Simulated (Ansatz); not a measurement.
**B2FGaH4O: up Jacob's ladder to CCSD(T), part 1 of 2**

How much do the methods differ for B2FGaH4O? The plan is to run it at one geometry with functionals of several rungs and with coupled cluster. The yardstick is the atomisation energy at the CCSD(T) limit.

Program: Ansatz 0.2.0, Gaussian basis. Level of theory: functionals in def2-TZVPP, the program's frozen cores in correlated methods. These are calculated values, not measurements.

Levels to be run: LDA (SPW92), PBE-D4, revPBE-D4, BLYP-D4, r2SCAN-D4, B97M-V, PBE0-D4, B3LYP-D4, r2SCANh-D4, r2SCAN0-D4, HSE06-D4, BHLYP-D4, CAM-B3LYP-D4, LC-ωPBE, ωB97X-V, ωB97M-V, B2PLYP, PBE-QIDH; CCSD(T)/def2-SVP; CCSD(T)/def2-TZVPP; MP2/def2-QZVPP; extrapolation to the limit; RPA on PBE.

## Step 1: The relaxed structure

An earlier PBE0-D4 in a triple-zeta def2 set relaxation fixed the geometry.

SMILES `[OH][GaH][BH]BF`, 9 atoms, charge 0, spin multiplicity 1.

Atoms are counted from 1 here; the program's logs count them from 0.

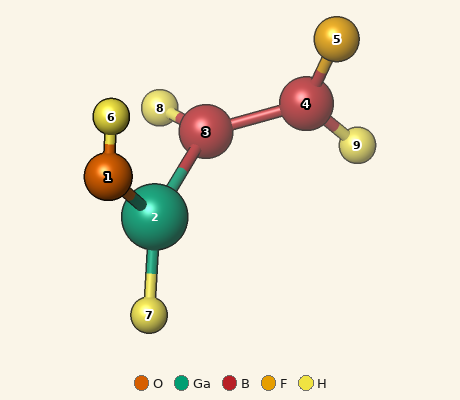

The structure; oxygen orange, gallium teal, boron red, fluorine amber, hydrogen yellow; atoms are numbered from 1 in the order of the file.

As a file:

```
atom    x (Å)    y (Å)    z (Å)
  O1  -2.1496   0.2131   1.4394
 Ga2  -0.4860  -0.4472   1.3003
  B3   0.3620  -0.6038  -0.6005
  B4   1.2934   0.5932  -1.2639
  F5   0.8149   1.5944  -1.9967
  H6  -2.5475   0.4824   0.6094
  H7   0.1049  -0.8322   2.6956
  H8   0.2133  -1.6568  -1.1566
  H9   2.4831   0.6107  -1.0442
```

## Step 2: LDA

This LDA is Slater exchange with PW92 correlation.

Contents of in.yaml:

```yaml
crystal:
  periodic: [false, false, false]
  atoms:
    - {symbol: O, position_ang: [-2.149627, 0.213120, 1.439365]}
    - {symbol: Ga, position_ang: [-0.486010, -0.447183, 1.300336]}
    - {symbol: B, position_ang: [0.362003, -0.603827, -0.600512]}
    - {symbol: B, position_ang: [1.293423, 0.593246, -1.263870]}
    - {symbol: F, position_ang: [0.814912, 1.594367, -1.996713]}
    - {symbol: H, position_ang: [-2.547538, 0.482440, 0.609415]}
    - {symbol: H, position_ang: [0.104901, -0.832235, 2.695590]}
    - {symbol: H, position_ang: [0.213346, -1.656847, -1.156649]}
    - {symbol: H, position_ang: [2.483091, 0.610719, -1.044161]}
basis:
  gaussian: {orbitals: def2-TZVPP}
hamiltonian: {xc: lda}
output: {orbitals: {seedname: orbitals}}
```

Launch:

```
$ ansatz run in.yaml --threads 4 --pin off --events-out ev --progress --plain --max-ram 10444MiB
```

Log:

```text
Functional definition: SPW92
  name "SPW92"
  cite "Dirac, Proc. Camb. Phil. Soc. 26, 376 (1930) doi:10.1017/S0305004100016108"
  cite "Slater, Phys. Rev. 81, 385 (1951) doi:10.1103/PhysRev.81.385"
  cite "Perdew & Wang, Phys. Rev. B 45, 13244 (1992) doi:10.1103/PhysRevB.45.13244"
  exchange = slater_x
  correlation = pw_c
1249 factors; their error is unknown
mean field evaluation 1: about -58421.1165 eV, gradient 8.4e1 eV
mean field evaluation 2: about -58303.3428 eV, gradient 2.1e2 eV
mean field evaluation 4: about -58432.0568 eV, gradient 1.5e1 eV
mean field evaluation 8: about -58432.4982 eV, gradient 2.5e-1 eV
mean field evaluation 16: about -58432.4771 eV, gradient 1.2e-3 eV
mean field -58432.47707653 eV, -2147.3539256070 hartree, gradient 7.1e-5 eV, S^2 0.000000; 0 other end points of the search recorded, 0 dependent functions left out
reference -58432.47712250 eV, -2147.3539272964 hartree; 31, 31 occupied and 197, 197 virtual orbitals, 1249 factors
Total energy: -58432.47712250 eV, -2147.3539272964 hartree
```

Run time: 1.2 s. Hardware: 4 threads of Arm Neoverse V1, shared host; peak memory 0.27 GiB.

Atomisation energy: 36.425 eV (free atoms -58396.052 eV, run apart). HOMO -6.50 eV, LUMO -4.02 eV.

## Step 3: PBE-D4 (GGA)

Edit in.yaml of step 2 so:

```diff
@@ -14,3 +14,3 @@
   gaussian: {orbitals: def2-TZVPP}
-hamiltonian: {xc: lda}
-output: {orbitals: {seedname: orbitals}}
+hamiltonian: {xc: pbe, dispersion: d4}
+output: {forces: true, orbitals: {seedname: orbitals}}
```

Same command.

Log, shortened:

```text
Functional definition: PBE
  name "PBE"
  cite "Perdew, Burke & Ernzerhof, Phys. Rev. Lett. 77, 3865 (1996) doi:10.1103/PhysRevLett.77.3865"
  parent pbe
[...]
1249 factors; their error is unknown
[...]
mean field -58547.79129838 eV, -2151.5916450973 hartree, gradient 3.1e-5 eV, S^2 0.000000; 0 other end points of the search recorded, 0 dependent functions left out
[...]
reference -58547.79134744 eV, -2151.5916469000 hartree; 31, 31 occupied and 197, 197 virtual orbitals, 1249 factors
Total energy: -58547.95048213 eV, -2151.5974949921 hartree
Atom 0 at    -2.149627     0.213120     1.439365 Å, force    -0.241011     0.037685     0.504713 eV/Å
Atom 1 at    -0.486010    -0.447183     1.300336 Å, force     0.434867    -0.177120    -0.166746 eV/Å
Atom 2 at     0.362003    -0.603827    -0.600512 Å, force     0.073375     0.137616     0.016288 eV/Å
Atom 3 at     1.293423     0.593246    -1.263870 Å, force    -0.046786    -0.432533     0.295740 eV/Å
Atom 4 at     0.814912     1.594367    -1.996713 Å, force    -0.179565     0.453337    -0.323835 eV/Å
Atom 5 at    -2.547538     0.482440     0.609415 Å, force    -0.188329     0.132312    -0.435165 eV/Å
Atom 6 at     0.104901    -0.832235     2.695590 Å, force     0.002862    -0.004739     0.099094 eV/Å
Atom 7 at     0.213346    -1.656847    -1.156649 Å, force    -0.032629    -0.132828    -0.032426 eV/Å
Atom 8 at     2.483091     0.610719    -1.044161 Å, force     0.177217    -0.013731     0.042338 eV/Å
Dipole moment:     0.094440    -0.177076    -0.212726 e Å
```

Wall time 2.4 s (4 threads of Arm Neoverse V1, shared host); peak memory 0.27 GiB.

With the free atoms at this level, -58515.707 eV in sum, the atomisation energy is 32.243 eV. HOMO -6.36 eV, LUMO -3.71 eV.

## Step 4: revPBE-D4 (GGA)

Edit in.yaml of step 3 so:

```diff
@@ -14,3 +14,3 @@
   gaussian: {orbitals: def2-TZVPP}
-hamiltonian: {xc: pbe, dispersion: d4}
-output: {forces: true, orbitals: {seedname: orbitals}}
+hamiltonian: {xc: {name: revPBE}, dispersion: d4}
+output: {orbitals: {seedname: orbitals}}
```

Same command.

Log:

```text
Functional definition: revPBE
  name "revPBE"
  cite "Zhang & Yang, Phys. Rev. Lett. 80, 890 (1998) doi:10.1103/PhysRevLett.80.890"
  cite "Perdew, Burke & Ernzerhof, Phys. Rev. Lett. 77, 3865 (1996) doi:10.1103/PhysRevLett.77.3865"
  parameter kappa = 1.245
  parameter beta = 0.06672455060314922
  exchange = pbe_x(kappa = kappa, mu = beta*pi^2/3)
  correlation = pbe_c(beta = beta)
1249 factors; their error is unknown
mean field evaluation 1: about -58546.2874 eV, gradient 8.1e1 eV
mean field evaluation 2: about -58430.4171 eV, gradient 2.0e2 eV
mean field evaluation 4: about -58556.6789 eV, gradient 1.6e1 eV
mean field evaluation 8: about -58557.1033 eV, gradient 3.7e-1 eV
mean field evaluation 16: about -58557.0816 eV, gradient 1.4e-3 eV
mean field -58557.08160306 eV, -2151.9330574969 hartree, gradient 6.4e-5 eV, S^2 0.000000; 0 other end points of the search recorded, 0 dependent functions left out
reference -58557.08166416 eV, -2151.9330597425 hartree; 31, 31 occupied and 197, 197 virtual orbitals, 1249 factors
Total energy: -58557.51990446 eV, -2151.9491647762 hartree
```

It took 2 s on 4 threads of Arm Neoverse V1, shared host; peak memory 0.27 GiB.

With the free atoms at this level, -58526.218 eV in sum, the atomisation energy is 31.302 eV. HOMO -6.30 eV, LUMO -3.58 eV.

## Step 5: BLYP-D4 (GGA)

Edit in.yaml of step 4 so:

```diff
@@ -14,3 +14,3 @@
   gaussian: {orbitals: def2-TZVPP}
-hamiltonian: {xc: {name: revPBE}, dispersion: d4}
+hamiltonian: {xc: {name: BLYP}, dispersion: d4}
 output: {orbitals: {seedname: orbitals}}
```

The command is unchanged.

Log:

```text
Functional definition: BLYP
  name "BLYP"
  cite "Becke, Phys. Rev. A 38, 3098 (1988) doi:10.1103/PhysRevA.38.3098"
  cite "Lee, Yang & Parr, Phys. Rev. B 37, 785 (1988) doi:10.1103/PhysRevB.37.785"
  parameter beta = 0.0042
  parameter a = 0.04918
  parameter b = 0.132
  parameter c = 0.2533
  parameter d = 0.349
  exchange = b88_x(beta = beta)
  correlation = lyp_c(a = a, b = b, c = c, d = d)
1249 factors; their error is unknown
mean field evaluation 1: about -58551.2653 eV, gradient 8.7e1 eV
mean field evaluation 2: about -58425.7795 eV, gradient 2.1e2 eV
mean field evaluation 4: about -58563.1632 eV, gradient 1.6e1 eV
mean field evaluation 8: about -58563.6563 eV, gradient 3.5e-1 eV
mean field evaluation 16: about -58563.6337 eV, gradient 1.7e-3 eV
mean field -58563.63371882 eV, -2152.1738433101 hartree, gradient 6.7e-5 eV, S^2 0.000000; 0 other end points of the search recorded, 0 dependent functions left out
reference -58563.63410673 eV, -2152.1738575654 hartree; 31, 31 occupied and 197, 197 virtual orbitals, 1249 factors
Total energy: -58563.97714100 eV, -2152.1864638422 hartree
```

It took 2.1 s on 4 threads of Arm Neoverse V1, shared host; peak memory 0.27 GiB.

Atomisation energy: 31.572 eV (free atoms -58532.405 eV, run apart). HOMO -6.25 eV, LUMO -3.53 eV.

## Step 6: r2SCAN-D4 (meta-GGA)

Edit in.yaml of step 5 so:

```diff
@@ -14,3 +14,3 @@
   gaussian: {orbitals: def2-TZVPP}
-hamiltonian: {xc: {name: BLYP}, dispersion: d4}
-output: {orbitals: {seedname: orbitals}}
+hamiltonian: {xc: r2scan, dispersion: d4}
+output: {forces: true, orbitals: {seedname: orbitals}}
```

The command is unchanged.

Log, shortened:

```text
Functional definition: r2SCAN
  name "r2SCAN"
  cite "Furness, Kaplan, Ning, Perdew & Sun, J. Phys. Chem. Lett. 11, 8208 (2020) doi:10.1021/acs.jpclett.0c02405"
  cite "Furness, Kaplan, Ning, Perdew & Sun, J. Phys. Chem. Lett. 11, 9248 (2020) doi:10.1021/acs.jpclett.0c03077"
  parent r2scan
[...]
1249 factors; their error is unknown
[...]
mean field -58559.55239251 eV, -2152.0238573347 hartree, gradient 5.9e-5 eV, S^2 0.000000; 0 other end points of the search recorded, 0 dependent functions left out
[...]
reference -58559.55240715 eV, -2152.0238578726 hartree; 31, 31 occupied and 197, 197 virtual orbitals, 1249 factors
Total energy: -58559.59109901 eV, -2152.0252797720 hartree
Atom 0 at    -2.149627     0.213120     1.439365 Å, force     0.004098    -0.008828     0.080352 eV/Å
Atom 1 at    -0.486010    -0.447183     1.300336 Å, force     0.133936    -0.067851    -0.038171 eV/Å
Atom 2 at     0.362003    -0.603827    -0.600512 Å, force     0.001883     0.037336     0.044149 eV/Å
Atom 3 at     1.293423     0.593246    -1.263870 Å, force    -0.003919    -0.176414     0.128820 eV/Å
Atom 4 at     0.814912     1.594367    -1.996713 Å, force    -0.052760     0.147495    -0.104644 eV/Å
Atom 5 at    -2.547538     0.482440     0.609415 Å, force    -0.013716     0.011821    -0.053800 eV/Å
Atom 6 at     0.104901    -0.832235     2.695590 Å, force    -0.071886     0.044409    -0.090923 eV/Å
Atom 7 at     0.213346    -1.656847    -1.156649 Å, force    -0.008007     0.015728     0.030889 eV/Å
Atom 8 at     2.483091     0.610719    -1.044161 Å, force     0.010371    -0.003697     0.003329 eV/Å
Dipole moment:     0.118554    -0.192861    -0.227452 e Å
```

Wall time 4.4 s (4 threads of Arm Neoverse V1, shared host); peak memory 0.3 GiB.

With the free atoms at this level, -58527.585 eV in sum, the atomisation energy is 32.006 eV. HOMO -6.62 eV, LUMO -3.42 eV.

## Step 7: B97M-V (meta-GGA)

Edit in.yaml of step 6 so:

```diff
@@ -14,3 +14,3 @@
   gaussian: {orbitals: def2-TZVPP}
-hamiltonian: {xc: r2scan, dispersion: d4}
-output: {forces: true, orbitals: {seedname: orbitals}}
+hamiltonian: {xc: {name: B97M-V}}
+output: {orbitals: {seedname: orbitals}}
```

The command is unchanged.

Log, shortened:

```text
Functional definition: B97M-V
  name "B97M-V"
  cite "Mardirossian & Head-Gordon, J. Chem. Phys. 142, 074111 (2015) doi:10.1063/1.4907719"
  cite "Becke, J. Chem. Phys. 107, 8554 (1997) doi:10.1063/1.475007"
  cite "Vydrov & Van Voorhis, J. Chem. Phys. 133, 244103 (2010) doi:10.1063/1.3521275"
  # Of w^i u^j: cxij and so on, Table III.
[...]
  gx(w, u) = cx00 + cx01*u + cx02*u^2 + (cx10 + cx11*u)*w
  gss(w, u) = css00 + css02*u^2 + css10*w + (css32*w^3 + css42*w^4)*u^2
  gos(w, u) = cos00 + cos01*u + cos03*u^3 + cos10*w + cos32*w^3*u^2
[...]
      + integral(e_c_pw_mod_opposite_spin*gos(b97_w_opposite, b97_u_opposite)) + vv10(b, c)
1249 factors; their error is unknown
[...]
mean field -58551.96834869 eV, -2151.7451488649 hartree, gradient 8.6e-5 eV, S^2 0.000000; 0 other end points of the search recorded, 0 dependent functions left out
reference -58551.96841992 eV, -2151.7451514825 hartree; 31, 31 occupied and 197, 197 virtual orbitals, 1249 factors
Total energy: -58551.96841992 eV, -2151.7451514825 hartree
```

Run time: 10 s. Hardware: 4 threads of Arm Neoverse V1, shared host; peak memory 0.35 GiB.

Atomisation energy: 31.920 eV (free atoms -58520.048 eV, run apart). HOMO -6.69 eV, LUMO -3.47 eV.

## Step 8: PBE0-D4 (hybrid)

Edit in.yaml of step 7 so:

```diff
@@ -14,3 +14,3 @@
   gaussian: {orbitals: def2-TZVPP}
-hamiltonian: {xc: {name: B97M-V}}
+hamiltonian: {xc: pbe0, dispersion: d4}
 output: {orbitals: {seedname: orbitals}}
```

Same command.

Log:

```text
Functional definition: PBE0
  name "PBE0"
  cite "Adamo & Barone, J. Chem. Phys. 110, 6158 (1999) doi:10.1063/1.478522"
  cite "Perdew, Burke & Ernzerhof, Phys. Rev. Lett. 77, 3865 (1996) doi:10.1103/PhysRevLett.77.3865"
  parent pbe
  parameter a = 0.25
  parameter kappa = 0.804
  parameter beta = 0.06672455060314922
  exchange = (1 - a)*pbe_x(kappa = kappa, mu = beta*pi^2/3) + a*exact_x
  correlation = pbe_c(beta = beta)
1294 factors; their error is unknown
mean field evaluation 1: about -58541.7259 eV, gradient 6.7e1 eV
mean field evaluation 2: about -58505.0440 eV, gradient 1.5e2 eV
mean field evaluation 4: about -58548.8593 eV, gradient 1.0e1 eV
mean field evaluation 8: about -58548.9910 eV, gradient 2.9e-1 eV
mean field evaluation 16: about -58549.1882 eV, gradient 1.7e-4 eV
mean field -58549.18815543 eV, -2151.6429786469 hartree, gradient 2.3e-5 eV, S^2 0.000000; 0 other end points of the search recorded, 0 dependent functions left out
reference -58549.18819180 eV, -2151.6429799835 hartree; 31, 31 occupied and 197, 197 virtual orbitals, 1294 factors
Total energy: -58549.32397667 eV, -2151.6479699853 hartree
```

Run time: 2.9 s. Hardware: 4 threads of Arm Neoverse V1, shared host; peak memory 0.55 GiB.

Atomisation energy: 31.576 eV (free atoms -58517.748 eV, run apart). HOMO -7.58 eV, LUMO -2.77 eV.

## Step 9: B3LYP-D4 (hybrid)

B3LYP here takes the VWN-RPA correlation.

Edit in.yaml of step 8 so:

```diff
@@ -14,3 +14,3 @@
   gaussian: {orbitals: def2-TZVPP}
-hamiltonian: {xc: pbe0, dispersion: d4}
-output: {orbitals: {seedname: orbitals}}
+hamiltonian: {xc: {name: B3LYP}, dispersion: d4}
+output: {forces: true, orbitals: {seedname: orbitals}}
```

Same command.

Log, shortened:

```text
Functional definition: B3LYP
  name "B3LYP"
  cite "Stephens, Devlin, Chabalowski & Frisch, J. Phys. Chem. 98, 11623 (1994) doi:10.1021/j100096a001"
  cite "Becke, Phys. Rev. A 38, 3098 (1988) doi:10.1103/PhysRevA.38.3098"
  cite "Lee, Yang & Parr, Phys. Rev. B 37, 785 (1988) doi:10.1103/PhysRevB.37.785"
  cite "Vosko, Wilk & Nusair, Can. J. Phys. 58, 1200 (1980) doi:10.1139/p80-159"
[...]
1284 factors; their error is unknown
[...]
mean field -58564.73573450 eV, -2152.2143416393 hartree, gradient 2.3e-5 eV, S^2 0.000000; 0 other end points of the search recorded, 0 dependent functions left out
[...]
reference -58564.73602438 eV, -2152.2143522922 hartree; 31, 31 occupied and 197, 197 virtual orbitals, 1284 factors
Total energy: -58564.99432286 eV, -2152.2238445860 hartree
Atom 0 at    -2.149627     0.213120     1.439365 Å, force    -0.209094     0.085284     0.024311 eV/Å
Atom 1 at    -0.486010    -0.447183     1.300336 Å, force     0.258952    -0.118318     0.048177 eV/Å
Atom 2 at     0.362003    -0.603827    -0.600512 Å, force     0.039535    -0.089304    -0.140494 eV/Å
Atom 3 at     1.293423     0.593246    -1.263870 Å, force     0.160177    -0.184470     0.146589 eV/Å
Atom 4 at     0.814912     1.594367    -1.996713 Å, force    -0.072555     0.149403    -0.106840 eV/Å
Atom 5 at    -2.547538     0.482440     0.609415 Å, force    -0.061261     0.025582    -0.012585 eV/Å
Atom 6 at     0.104901    -0.832235     2.695590 Å, force    -0.020136     0.008953    -0.000532 eV/Å
Atom 7 at     0.213346    -1.656847    -1.156649 Å, force     0.010044     0.116627     0.065735 eV/Å
Atom 8 at     2.483091     0.610719    -1.044161 Å, force    -0.105661     0.006242    -0.024361 eV/Å
Dipole moment:     0.148556    -0.209753    -0.238326 e Å
```

Wall time 4.2 s (4 threads of Arm Neoverse V1, shared host); peak memory 0.6 GiB.

With the free atoms at this level, -58533.433 eV in sum, the atomisation energy is 31.561 eV. HOMO -7.39 eV, LUMO -2.96 eV.

## Step 10: r2SCANh-D4 (hybrid)

Edit in.yaml of step 9 so:

```diff
@@ -14,3 +14,3 @@
   gaussian: {orbitals: def2-TZVPP}
-hamiltonian: {xc: {name: B3LYP}, dispersion: d4}
-output: {forces: true, orbitals: {seedname: orbitals}}
+hamiltonian: {xc: {name: r2SCANh}, dispersion: d4}
+output: {orbitals: {seedname: orbitals}}
```

Launched as before.

Log, shortened:

```text
Functional definition: r2SCANh
  name "r2SCANh"
  cite "Bursch, Neugebauer, Ehlert & Grimme, J. Chem. Phys. 156, 134105 (2022) doi:10.1063/5.0086040"
  cite "Furness, Kaplan, Ning, Perdew & Sun, J. Phys. Chem. Lett. 11, 8208 (2020) doi:10.1021/acs.jpclett.0c02405"
  cite "Furness, Kaplan, Ning, Perdew & Sun, J. Phys. Chem. Lett. 11, 9248 (2020) doi:10.1021/acs.jpclett.0c03077"
  parent r2scan
[...]
1272 factors; their error is unknown
[...]
mean field -58558.93340252 eV, -2152.0011098719 hartree, gradient 4.5e-5 eV, S^2 0.000000; 0 other end points of the search recorded, 0 dependent functions left out
reference -58558.93341591 eV, -2152.0011103641 hartree; 31, 31 occupied and 197, 197 virtual orbitals, 1272 factors
Total energy: -58558.97524893 eV, -2152.0026476990 hartree
```

It took 4.8 s on 4 threads of Arm Neoverse V1, shared host; peak memory 0.57 GiB.

With the free atoms at this level, -58527.255 eV in sum, the atomisation energy is 31.721 eV. HOMO -7.07 eV, LUMO -3.09 eV.

## Step 11: r2SCAN0-D4 (hybrid)

Edit in.yaml of step 10 so:

```diff
@@ -14,3 +14,3 @@
   gaussian: {orbitals: def2-TZVPP}
-hamiltonian: {xc: {name: r2SCANh}, dispersion: d4}
+hamiltonian: {xc: {name: r2SCAN0}, dispersion: d4}
 output: {orbitals: {seedname: orbitals}}
```

The command is unchanged.

Log, shortened:

```text
Functional definition: r2SCAN0
  name "r2SCAN0"
  cite "Bursch, Neugebauer, Ehlert & Grimme, J. Chem. Phys. 156, 134105 (2022) doi:10.1063/5.0086040"
  cite "Furness, Kaplan, Ning, Perdew & Sun, J. Phys. Chem. Lett. 11, 8208 (2020) doi:10.1021/acs.jpclett.0c02405"
  cite "Furness, Kaplan, Ning, Perdew & Sun, J. Phys. Chem. Lett. 11, 9248 (2020) doi:10.1021/acs.jpclett.0c03077"
  parent r2scan
[...]
1294 factors; their error is unknown
[...]
mean field -58558.05744902 eV, -2151.9689191747 hartree, gradient 3.7e-5 eV, S^2 0.000000; 0 other end points of the search recorded, 0 dependent functions left out
reference -58558.05746058 eV, -2151.9689195993 hartree; 31, 31 occupied and 197, 197 virtual orbitals, 1294 factors
Total energy: -58558.10393299 eV, -2151.9706274289 hartree
```

Wall time 4.8 s (4 threads of Arm Neoverse V1, shared host); peak memory 0.57 GiB.

With the free atoms at this level, -58526.783 eV in sum, the atomisation energy is 31.321 eV. HOMO -7.75 eV, LUMO -2.61 eV.

## Step 12: HSE06-D4 (hybrid)

HSE06 is the plane-wave form, built on full-range PBE exchange.

Edit in.yaml of step 11 so:

```diff
@@ -14,3 +14,3 @@
   gaussian: {orbitals: def2-TZVPP}
-hamiltonian: {xc: {name: r2SCAN0}, dispersion: d4}
+hamiltonian: {xc: hse06, dispersion: d4}
 output: {orbitals: {seedname: orbitals}}
```

Launched as before.

Log, shortened:

```text
Functional definition: HSE06
  name "HSE06"
  cite "Heyd, Scuseria & Ernzerhof, J. Chem. Phys. 118, 8207 (2003) doi:10.1063/1.1564060"
  cite "Krukau, Vydrov, Izmaylov & Scuseria, J. Chem. Phys. 125, 224106 (2006) doi:10.1063/1.2404663"
  cite "Heyd & Scuseria, J. Chem. Phys. 120, 7274 (2004) doi:10.1063/1.1668634"
  cite "Ernzerhof & Perdew, J. Chem. Phys. 109, 3313 (1998) doi:10.1063/1.476928"
  cite "Perdew, Burke & Ernzerhof, Phys. Rev. Lett. 77, 3865 (1996) doi:10.1103/PhysRevLett.77.3865"
  parent pbe
[...]
  # The whole range is PBE's own exchange, as in plane waves. The composition of these papers is wPBEh.
[...]
1294 factors; their error is unknown
115 factors; integrals over basis functions are off by at most 3.4e-7 eV
[...]
mean field -58548.86696519 eV, -2151.6311751233 hartree, gradient 4.1e-5 eV, S^2 0.000000; 0 other end points of the search recorded, 0 dependent functions left out
reference -58548.86701362 eV, -2151.6311769032 hartree; 31, 31 occupied and 197, 197 virtual orbitals, 1294 factors
Total energy: -58548.99491703 eV, -2151.6358772668 hartree
```

Wall time 3.2 s (4 threads of Arm Neoverse V1, shared host); peak memory 0.58 GiB.

Atomisation energy: 31.598 eV (free atoms -58517.397 eV, run apart). HOMO -7.18 eV, LUMO -3.15 eV.

## Step 13: BHLYP-D4 (hybrid)

Edit in.yaml of step 12 so:

```diff
@@ -14,3 +14,3 @@
   gaussian: {orbitals: def2-TZVPP}
-hamiltonian: {xc: hse06, dispersion: d4}
+hamiltonian: {xc: {name: BHLYP}, dispersion: d4}
 output: {orbitals: {seedname: orbitals}}
```

Same command.

Log:

```text
Functional definition: BHLYP
  name "BHLYP"
  cite "Becke, J. Chem. Phys. 98, 1372 (1993) doi:10.1063/1.464304"
  cite "Becke, Phys. Rev. A 38, 3098 (1988) doi:10.1103/PhysRevA.38.3098"
  cite "Lee, Yang & Parr, Phys. Rev. B 37, 785 (1988) doi:10.1103/PhysRevB.37.785"
  parameter a = 0.5
  exchange = (1 - a)*b88_x + a*exact_x
  correlation = lyp_c
1459 factors; their error is unknown
mean field evaluation 1: about -58553.3484 eV, gradient 5.9e1 eV
mean field evaluation 2: about -58545.3483 eV, gradient 8.9e1 eV
mean field evaluation 4: about -58559.2046 eV, gradient 3.9e0 eV
mean field evaluation 8: about -58559.2261 eV, gradient 4.6e-2 eV
mean field evaluation 16: about -58559.6452 eV, gradient 8.6e-5 eV
mean field -58559.64517827 eV, -2152.0272671483 hartree, gradient 2.8e-5 eV, S^2 0.000000; 0 other end points of the search recorded, 0 dependent functions left out
reference -58559.64537375 eV, -2152.0272743320 hartree; 31, 31 occupied and 197, 197 virtual orbitals, 1459 factors
Total energy: -58559.85977615 eV, -2152.0351534748 hartree
```

It took 3 s on 4 threads of Arm Neoverse V1, shared host; peak memory 0.58 GiB.

With the free atoms at this level, -58529.231 eV in sum, the atomisation energy is 30.629 eV. HOMO -8.71 eV, LUMO -1.73 eV.

(Continued in part 2 of 2.)
